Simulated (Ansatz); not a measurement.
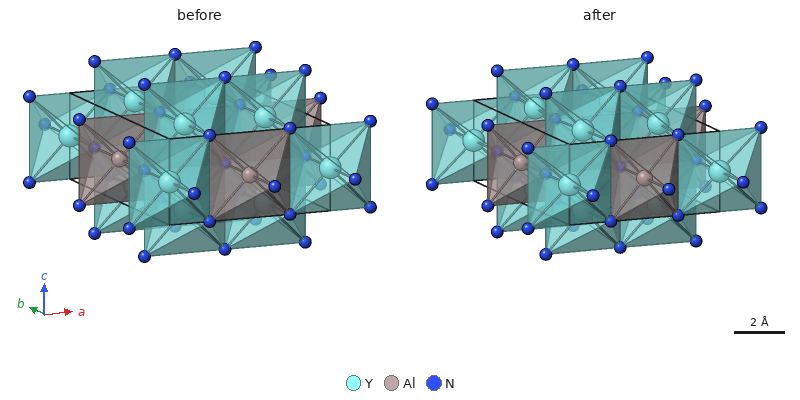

The structure of crystalline Y₃AlN₄ (a generated structure, set up in Cmmm) (coarse preliminary run) before (left) and after (right) a relaxation, at one scale.

A polyhedral model of the conventional cell (2 times the calculation's cell), seen slightly off an axis. Lengths and directions refer to the drawn axes.

Theory: DFT PBE, scalar-relativistic, plane waves, PAW in Ansatz 0.2.0.

The input:
```yaml
crystal:
  lattice:
    - [3.56368935, -5.0398178, 0.0]
    - [3.56368935, 5.0398178, 0.0]
    - [0.0, 0.0, 3.56368935]
  atoms:
    - { symbol: "Y", position: [0.0, 0.5, 0.0] }
    - { symbol: "Y", position: [0.0, 0.0, 0.5] }
    - { symbol: "Y", position: [0.5, 0.0, 0.0] }
    - { symbol: Al, position: [0.5, 0.5, 0.5] }
    - { symbol: "N", position: [0.75, 0.75, 0.0] }
    - { symbol: "N", position: [0.75, 0.25, 0.5] }
    - { symbol: "N", position: [0.25, 0.75, 0.5] }
    - { symbol: "N", position: [0.25, 0.25, 0.0] }
basis:
  ecutwfc: 420
kpoints:
  mp_grid: { grid: [4, 4, 6] }
hamiltonian:
  xc: pbe
scf:
  occupations: { method: gaussian, width: 0.1 }
  lower_state_search: "off"
output:
  forces: true
  stress: true
  eigenvalues: true
relax:
  adjacent_minimum: "off"
  f_tol: 0.04
  max_steps: 70
  cell: { stress_tol: 0.4 }
```

Launched with:
```bash
ansatz run input.yaml --threads 1 --pin off --max-ram 2560MiB --backend cpu --events-out ev --progress --plain --runs-dir out
```

Question: What changed between the two?

Answer: The largest moves relative to the cell, 0.17 Å, are those of N5 and N8. N8 goes along +a. Y and Al stay in place. Cell: a 7.127 → 6.656 Å (−6.6 %), b 10.080 → 9.683 Å (−3.9 %), c 3.564 → 3.337 Å (−6.4 %). Volume −16.0 %. Near-neighbour distances that change, for instance: Al4–N5 2.520 → 2.239 Å, Y1–Y3 3.564 → 3.328 Å, Y1–Y1 3.564 → 3.337 Å, Y1–Y2 3.564 → 3.378 Å. Bond angles that change, for instance: Y1–N5–Y3 180.0° → 171.9°, N5–Y2–N8 90.0° → 95.5°, N5–Y2–N5 90.0° → 84.5°. The space group stays Cmmm (No. 65). Over 7 accepted moves (8 points after the start) the energy falls by 201 meV per atom. Largest force component: 0.53 eV/Å at the start, 0.0027 eV/Å at the end. Pressure: −19.41 GPa at the start and −0.30 GPa at the end. At 1 point the geometry stayed and the basis and grid were re-selected for the new cell (energy shift of 2.0 meV per atom at most each time).
